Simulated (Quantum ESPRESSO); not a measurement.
## FeNi7: parallel moments in the primitive cell

Aim: the moments that FeNi7 holds when they start parallel.

Program: Quantum ESPRESSO 7.5. Level of theory: PBE; plane waves with GBRV 1.5 PBE potentials, no spin-orbit coupling. Results are calculated unless marked as measured.

## Step 1: The structure

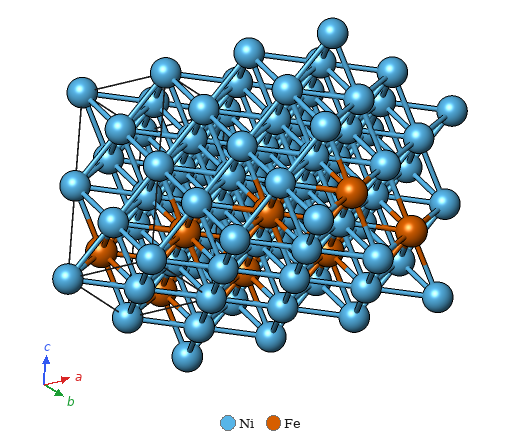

Start, viewed from a free direction; nickel blue, iron orange. 3×2×1 cells are drawn. Some periodic images of atoms are drawn too.

The cell was typed by rule, not taken from a database of measured structures.

## Step 2: Run 1, typed as ferro ++++++++

The signs are those of the starting moments on the seeded atoms, the atoms that are given a moment.

Input file pw.in:

```
&CONTROL
  calculation = 'scf'
  prefix = 'pwscf'
  outdir = './tmp'
  pseudo_dir = './pseudo'
  disk_io = 'nowf'
/
&SYSTEM
  ibrav = 0
  celldm(1) = 8
  nat = 8
  ntyp = 2
  ecutwfc = 40
  ecutrho = 280
  nbnd = 90
  occupations = 'smearing'
  smearing = 'fd'
  degauss = 0.00367493
  nspin = 2
  starting_magnetization(1) = 0.0389
  starting_magnetization(2) = 0.1562
/
&ELECTRONS
  conv_thr = 1.6d-08
  electron_maxstep = 150
  mixing_beta = 0.3
/
ATOMIC_SPECIES
Ni     58.6934 ni_pbe_v1.4.uspp.F.UPF
Fe     55.8450 fe_pbe_v1.5.uspp.F.UPF
CELL_PARAMETERS alat
   0.8346684076706    0.0000000000000    0.0000000000000
   0.0000000000000    0.8346684076706    0.0000000000000
   0.0000000000000    0.0000000000000    1.6693368153413
ATOMIC_POSITIONS crystal
Ni      0.0000000000    0.0000000000    0.0000000000
Ni      0.5000000000    0.5000000000    0.0000000000
Ni      0.5000000000    0.0000000000    0.2500000000
Fe      0.0000000000    0.5000000000    0.2500000000
Ni      0.0000000000    0.0000000000    0.5000000000
Ni      0.5000000000    0.5000000000    0.5000000000
Ni      0.5000000000    0.0000000000    0.7500000000
Ni      0.0000000000    0.5000000000    0.7500000000
K_POINTS automatic
9 9 5 0 0 0
```

Started as:

```bash
$ OMP_NUM_THREADS=1 mpirun -n 4 pw.x -nk 4 -in pw.in > pw.out
```

The program printed:

```text
Program PWSCF v.7.5 starts

     Message from routine setup:
     using ibrav=0 with symmetry is DISCOURAGED, use correct ibrav instead

     K-points division:     npool     =       4
     Subspace diagonalization in iterative solution of the eigenvalue problem:

     G-vector sticks info
     --------------------
     sticks:   dense  smooth     PW     G-vecs:    dense   smooth      PW
     Sum         989     569    177                47059    20285    3429

     Using Slab Decomposition

     bravais-lattice index     =            0
     lattice parameter (alat)  =       8.0000  a.u.
     unit-cell volume          =     595.4453 (a.u.)^3
     number of atoms/cell      =            8
     number of atomic types    =            2
     number of electrons       =       142.00
     number of Kohn-Sham states=           90
     kinetic-energy cutoff     =      40.0000  Ry
     charge density cutoff     =     280.0000  Ry
     scf convergence threshold =      1.6E-08
     mixing beta               =       0.3000
     number of iterations used =            8  plain     mixing
     Exchange-correlation=  SLA  PW   PBX  PBC
                           (   1   4   3   4   0   0   0)

     celldm(1)=   8.000000  celldm(2)=   0.000000  celldm(3)=   0.000000
     celldm(4)=   0.000000  celldm(5)=   0.000000  celldm(6)=   0.000000

     crystal axes: (cart. coord. in units of alat)
               a(1) = (   0.834668   0.000000   0.000000 )
               a(2) = (   0.000000   0.834668   0.000000 )
               a(3) = (   0.000000   0.000000   1.669337 )

     reciprocal axes: (cart. coord. in units 2 pi/alat)
               b(1) = (  1.198081  0.000000  0.000000 )
               b(2) = (  0.000000  1.198081  0.000000 )
               b(3) = (  0.000000  0.000000  0.599040 )

     PseudoPot. # 1 for Ni read from file:
     ni_pbe_v1.4.uspp.F.UPF
     Pseudo is Ultrasoft + core correction, Zval = 18.0
     Generated by new atomic code, or converted to UPF format
     Using radial grid of  865 points,  6 beta functions with:
                l(1) =   0
                l(2) =   0
                l(3) =   1
                l(4) =   1
                l(5) =   2
                l(6) =   2
     Q(r) pseudized with 10 coefficients,  rinner =    0.980   0.980   0.980
                                                       0.980   0.980

     PseudoPot. # 2 for Fe read from file:
     fe_pbe_v1.5.uspp.F.UPF
     Pseudo is Ultrasoft + core correction, Zval = 16.0
     Generated by new atomic code, or converted to UPF format
     Using radial grid of  861 points,  6 beta functions with:
                l(1) =   0
                l(2) =   0
                l(3) =   1
                l(4) =   1
                l(5) =   2
                l(6) =   2
     Q(r) pseudized with  8 coefficients,  rinner =    1.000   1.000   1.000
                                                       1.000   1.000

     atomic species   valence    mass     pseudopotential
     Ni               18.00    58.69340     Ni( 1.00)
     Fe               16.00    55.84500     Fe( 1.00)

     Starting magnetic structure
     atomic species   magnetization
     Ni              0.039
     Fe              0.156

     16 Sym. Ops., with inversion, found (12 have fractional translation)

   Cartesian axes

     site n.     atom                  positions (alat units)
         1        Ni     tau(   1) = (   0.0000000   0.0000000   0.0000000  )
         2        Ni     tau(   2) = (   0.4173342   0.4173342   0.0000000  )
         3        Ni     tau(   3) = (   0.4173342   0.0000000   0.4173342  )
         4        Fe     tau(   4) = (   0.0000000   0.4173342   0.4173342  )
         5        Ni     tau(   5) = (   0.0000000   0.0000000   0.8346684  )
         6        Ni     tau(   6) = (   0.4173342   0.4173342   0.8346684  )
         7        Ni     tau(   7) = (   0.4173342   0.0000000   1.2520026  )
         8        Ni     tau(   8) = (   0.0000000   0.4173342   1.2520026  )

     number of k points=    45  Fermi-Dirac smearing, width (Ry)=  0.0037
                       cart. coord. in units 2pi/alat
        k(    1) = (   0.0000000   0.0000000   0.0000000), wk =   0.0024691
        k(    2) = (   0.0000000   0.0000000   0.1198081), wk =   0.0049383
        k(    3) = (   0.0000000   0.0000000   0.2396161), wk =   0.0049383
        k(    4) = (   0.0000000   0.1331201   0.0000000), wk =   0.0098765
        k(    5) = (   0.0000000   0.1331201   0.1198081), wk =   0.0197531
        [... 40 further k-points ...]

     Dense  grid:    47059 G-vectors     FFT dimensions: (  36,  36,  72)

     Smooth grid:    20285 G-vectors     FFT dimensions: (  30,  30,  54)

     Check: negative core charge=   -0.000029
     Generating pointlists ...
     new r_m :   0.2435 (alat units)  1.9477 (a.u.) for type    1
     new r_m :   0.2435 (alat units)  1.9477 (a.u.) for type    2

     Initial potential from superposition of free atoms

     starting charge     127.0000, renormalised to     142.0000
     Starting wfcs are  104 randomized atomic wfcs

     Self-consistent Calculation

     iteration #  1     ecut=    40.00 Ry     beta= 0.30
     Davidson diagonalization with overlap
     ethr =  1.00E-02,  avg # of iterations =  3.4

     total energy              =   -2602.91467770 Ry
     estimated scf accuracy    <     229.24179242 Ry

     total magnetization       =     1.96 Bohr mag/cell
     absolute magnetization    =     2.03 Bohr mag/cell

     iteration #  2     ecut=    40.00 Ry     beta= 0.30
     Davidson diagonalization with overlap
     ethr =  1.00E-02,  avg # of iterations =  3.0

     total energy              =   -2643.05098634 Ry
     estimated scf accuracy    <      66.99086313 Ry

     total magnetization       =     0.30 Bohr mag/cell
     absolute magnetization    =     0.52 Bohr mag/cell

     iteration #  3     ecut=    40.00 Ry     beta= 0.30
     Davidson diagonalization with overlap
     ethr =  1.00E-02,  avg # of iterations =  3.0

     total energy              =   -2643.77788296 Ry
     estimated scf accuracy    <     145.10472703 Ry

     total magnetization       =     1.37 Bohr mag/cell
     absolute magnetization    =     1.53 Bohr mag/cell

     [... further iterations left out ...]

     iteration # 28     ecut=    40.00 Ry     beta= 0.30
     Davidson diagonalization with overlap
     ethr =  5.48E-10,  avg # of iterations =  1.0

     total energy              =   -2653.32030441 Ry
     estimated scf accuracy    <       0.00000019 Ry

     total magnetization       =     7.27 Bohr mag/cell
     absolute magnetization    =     8.21 Bohr mag/cell

     iteration # 29     ecut=    40.00 Ry     beta= 0.30
     Davidson diagonalization with overlap
     ethr =  1.36E-10,  avg # of iterations =  1.4

     total energy              =   -2653.32030441 Ry
     estimated scf accuracy    <       0.00000096 Ry

     total magnetization       =     7.27 Bohr mag/cell
     absolute magnetization    =     8.21 Bohr mag/cell

     iteration # 30     ecut=    40.00 Ry     beta= 0.30
     Davidson diagonalization with overlap
     ethr =  1.36E-10,  avg # of iterations =  1.1

     total energy              =   -2653.32030445 Ry
     estimated scf accuracy    <       0.00000006 Ry

     total magnetization       =     7.27 Bohr mag/cell
     absolute magnetization    =     8.21 Bohr mag/cell

     iteration # 31     ecut=    40.00 Ry     beta= 0.30
     Davidson diagonalization with overlap
     ethr =  4.12E-11,  avg # of iterations =  1.4

     Magnetic moment per site  (integrated on atomic sphere of radius R)
     atom   1 (R=0.243)  charge= 16.7322  magn=  0.6860
     atom   2 (R=0.243)  charge= 16.7322  magn=  0.6860
     atom   3 (R=0.243)  charge= 16.7503  magn=  0.7055
     atom   4 (R=0.243)  charge= 14.4005  magn=  2.8825
     atom   5 (R=0.243)  charge= 16.7322  magn=  0.6860
     atom   6 (R=0.243)  charge= 16.7322  magn=  0.6860
     atom   7 (R=0.243)  charge= 16.7133  magn=  0.6812
     atom   8 (R=0.243)  charge= 16.7219  magn=  0.5931

     End of self-consistent calculation

     [... lines left out ...]
     the Fermi energy is    17.8375 ev

!    total energy              =   -2653.32030445 Ry
     estimated scf accuracy    <       0.00000001 Ry
     smearing contrib. (-TS)   =      -0.00628709 Ry
     internal energy E=F+TS    =   -2653.31401736 Ry

     The total energy is F=E-TS. E is the sum of the following terms:
     one-electron contribution =   -1467.79143677 Ry
     hartree contribution      =     824.05141868 Ry
     xc contribution           =    -278.18646743 Ry
     ewald contribution        =   -1731.38753183 Ry

     total magnetization       =     7.27 Bohr mag/cell
     absolute magnetization    =     8.21 Bohr mag/cell

     convergence has been achieved in  31 iterations

=------------------------------------------------------------------------------=
   JOB DONE.
=------------------------------------------------------------------------------=
```

Elapsed: 5.5 min, on 4 MPI ranks of Arm Neoverse V1, shared host; peak memory 0.78 GiB.

Spin moment in the atom's sphere by atom:

```
atom  spin moment in the atom's sphere (μB)
 Ni1                                   0.69
 Ni2                                   0.69
 Ni3                                   0.71
 Fe4                                   2.88
 Ni5                                   0.69
 Ni6                                   0.69
 Ni7                                   0.68
 Ni8                                   0.59
```

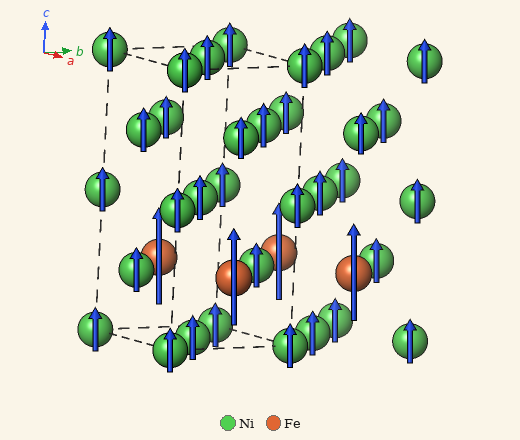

Spin moment in the atom's sphere as arrows, the longest 2.88 μB. Up and down stand for the sign. Arrows give size and sign along the axis of quantisation, drawn up and down the page. Each arrow also spans its atom, so small moments look longer than they are. 1×2×1 cells are drawn. Some periodic images of atoms are drawn too.

Read from the output:

* smearing term TS: 0.08554 eV
* magnetization: 7.27 μB
* absolute magnetization: 8.211 μB
* final state: ferromagnetic

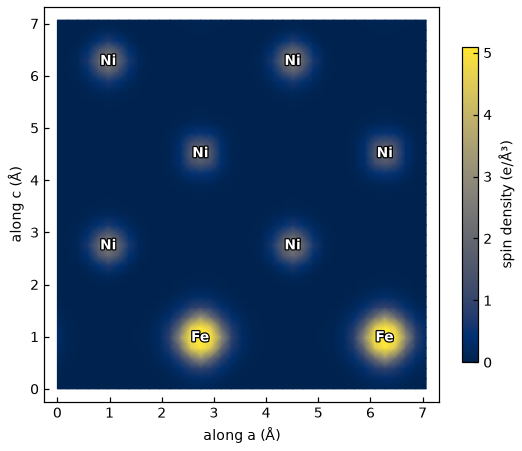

Spin density in the ac plane at fractional y = 0.500, with atoms of Ni and Fe within 0.2 Å of it. The map starts off the cell's origin, so that atoms lie inside it.

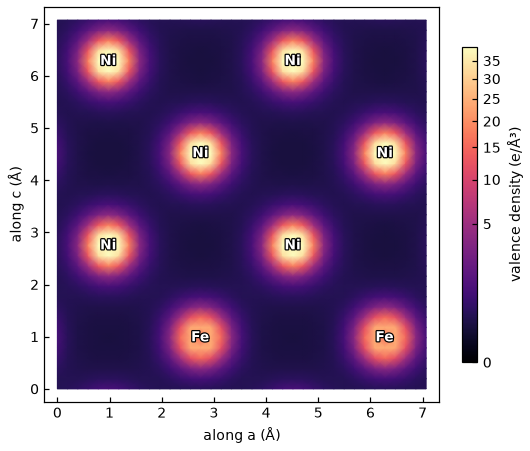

Valence density in the ac plane at fractional y = 0.500, with atoms of Ni and Fe within 0.2 Å of it. It is the smooth field of the valence electrons, not physical close to the nuclei. The map starts off the cell's origin, so that atoms lie inside it. The colour scale is stretched toward low values.

## Step 3: Run 2 (no spin polarisation)

Changes to pw.in since step 2:

```diff
@@ -14,3 +14,3 @@
   ecutrho = 280
-  nbnd = 90
+  nbnd = 87
   occupations = 'smearing'
@@ -18,5 +18,2 @@
   degauss = 0.00367493
-  nspin = 2
-  starting_magnetization(1) = 0.0389
-  starting_magnetization(2) = 0.1562
 /
```

The program printed:

```text
[banner, memory and clock lines left out]
Program PWSCF v.7.5 starts

     Message from routine setup:
     using ibrav=0 with symmetry is DISCOURAGED, use correct ibrav instead

     bravais-lattice index     =            0
     lattice parameter (alat)  =       8.0000  a.u.
     unit-cell volume          =     595.4453 (a.u.)^3
     number of atoms/cell      =            8
     number of atomic types    =            2
     number of electrons       =       142.00
     number of Kohn-Sham states=           87
     kinetic-energy cutoff     =      40.0000  Ry
     charge density cutoff     =     280.0000  Ry
     scf convergence threshold =      1.6E-08
     mixing beta               =       0.3000
     number of iterations used =            8  plain     mixing
     Exchange-correlation=  SLA  PW   PBX  PBC
                           (   1   4   3   4   0   0   0)

     celldm(1)=   8.000000  celldm(2)=   0.000000  celldm(3)=   0.000000
     celldm(4)=   0.000000  celldm(5)=   0.000000  celldm(6)=   0.000000

     crystal axes: (cart. coord. in units of alat)
               a(1) = (   0.834668   0.000000   0.000000 )
               a(2) = (   0.000000   0.834668   0.000000 )
               a(3) = (   0.000000   0.000000   1.669337 )

     reciprocal axes: (cart. coord. in units 2 pi/alat)
               b(1) = (  1.198081  0.000000  0.000000 )
               b(2) = (  0.000000  1.198081  0.000000 )
               b(3) = (  0.000000  0.000000  0.599040 )

     PseudoPot. # 1 for Ni read from file:
     ni_pbe_v1.4.uspp.F.UPF
     Pseudo is Ultrasoft + core correction, Zval = 18.0

     PseudoPot. # 2 for Fe read from file:
     fe_pbe_v1.5.uspp.F.UPF
     Pseudo is Ultrasoft + core correction, Zval = 16.0

     atomic species   valence    mass     pseudopotential
     Ni               18.00    58.69340     Ni( 1.00)
     Fe               16.00    55.84500     Fe( 1.00)

     16 Sym. Ops., with inversion, found (12 have fractional translation)

   Cartesian axes

     site n.     atom                  positions (alat units)
         1        Ni     tau(   1) = (   0.0000000   0.0000000   0.0000000  )
         2        Ni     tau(   2) = (   0.4173342   0.4173342   0.0000000  )
         3        Ni     tau(   3) = (   0.4173342   0.0000000   0.4173342  )
         4        Fe     tau(   4) = (   0.0000000   0.4173342   0.4173342  )
         5        Ni     tau(   5) = (   0.0000000   0.0000000   0.8346684  )
         6        Ni     tau(   6) = (   0.4173342   0.4173342   0.8346684  )
         7        Ni     tau(   7) = (   0.4173342   0.0000000   1.2520026  )
         8        Ni     tau(   8) = (   0.0000000   0.4173342   1.2520026  )

     number of k points=    45  Fermi-Dirac smearing, width (Ry)=  0.0037
                       cart. coord. in units 2pi/alat
        k(    1) = (   0.0000000   0.0000000   0.0000000), wk =   0.0049383
        k(    2) = (   0.0000000   0.0000000   0.1198081), wk =   0.0098765
        k(    3) = (   0.0000000   0.0000000   0.2396161), wk =   0.0098765
        k(    4) = (   0.0000000   0.1331201   0.0000000), wk =   0.0197531
        k(    5) = (   0.0000000   0.1331201   0.1198081), wk =   0.0395062
        [... 40 further k-points ...]

     Dense  grid:    47059 G-vectors     FFT dimensions: (  36,  36,  72)

     Smooth grid:    20285 G-vectors     FFT dimensions: (  30,  30,  54)

     Check: negative core charge=   -0.000029

     Initial potential from superposition of free atoms

     starting charge     127.0000, renormalised to     142.0000
     Starting wfcs are  104 randomized atomic wfcs

     Self-consistent Calculation

     iteration #  1     ecut=    40.00 Ry     beta= 0.30
     Davidson diagonalization with overlap
     ethr =  1.00E-02,  avg # of iterations =  3.4

     total energy              =   -2602.55546609 Ry
     estimated scf accuracy    <     229.88578262 Ry

     iteration #  2     ecut=    40.00 Ry     beta= 0.30
     Davidson diagonalization with overlap
     ethr =  1.00E-02,  avg # of iterations =  3.1

     total energy              =   -2643.24525100 Ry
     estimated scf accuracy    <      67.22804195 Ry

     [... further iterations left out ...]

     iteration # 25     ecut=    40.00 Ry     beta= 0.30
     Davidson diagonalization with overlap
     ethr =  9.11E-11,  avg # of iterations =  1.0

     total energy              =   -2653.23016717 Ry
     estimated scf accuracy    <       0.00000003 Ry

     iteration # 26     ecut=    40.00 Ry     beta= 0.30
     Davidson diagonalization with overlap
     ethr =  1.81E-11,  avg # of iterations =  1.0

     End of self-consistent calculation

     [... lines left out ...]
     the Fermi energy is    17.6170 ev

!    total energy              =   -2653.23016717 Ry
     estimated scf accuracy    <          4.2E-09 Ry
     smearing contrib. (-TS)   =      -0.01328531 Ry
     internal energy E=F+TS    =   -2653.21688186 Ry

     The total energy is F=E-TS. E is the sum of the following terms:
     one-electron contribution =   -1467.77973779 Ry
     hartree contribution      =     823.85001762 Ry
     xc contribution           =    -277.89962986 Ry
     ewald contribution        =   -1731.38753183 Ry

     convergence has been achieved in  26 iterations
```

It took 2.3 min on 4 MPI ranks; peak memory 0.56 GiB.

Read from the output:

```
smearing term TS : 0.1808 eV
final state      : non-magnetic (no spin polarisation)
```

## Step 4: The states side by side

An order is kept where moments of 0.15 μB or more survive with the typed signs; meshes match where a doubled cell samples the same k points as the first cell.

Orders:

```
               start    final state  typed order kept  energy over the lowest (meV a seeded atom)  largest site moment (μB)  net moment (μB a cell of the first run)  mesh matched  CPU time (s)
      ferro ++++++++  ferromagnetic               yes                                           0                     2.882                                     7.27           yes          1309
no spin polarisation   non-magnetic                 -                                       153.3                         0                                        0           yes         551.7
```

## Step 5: Results

| Item | Value |
| --- | --- |
| state found | ferromagnetic (from ferro ++++++++) |
| largest site moment | 2.88 μB |
| state without moments | 153 meV a seeded atom higher |

**Reading.** No opposed start was run, so this says nothing of the order that the crystal takes. The cell was built by rule and the atoms were not relaxed, which can move these energies.

[Logs and program files are shortened in this print: banners, set-up blocks, solver, clock and traceback lines can be left out without a mark of their own.]

[Logs are printed without paths, hosts, clocks, repeated set-up lines and the standing remarks that a program may print on its own settings, such as how far it seeks lower states.]

[Hosts, paths, dates, database ids (printed as entryN), source tags and the programs' standing remarks are cut or masked in the printed files.]

[Where a cell is said to come from a database of computed structures, the database is the Materials Project.]
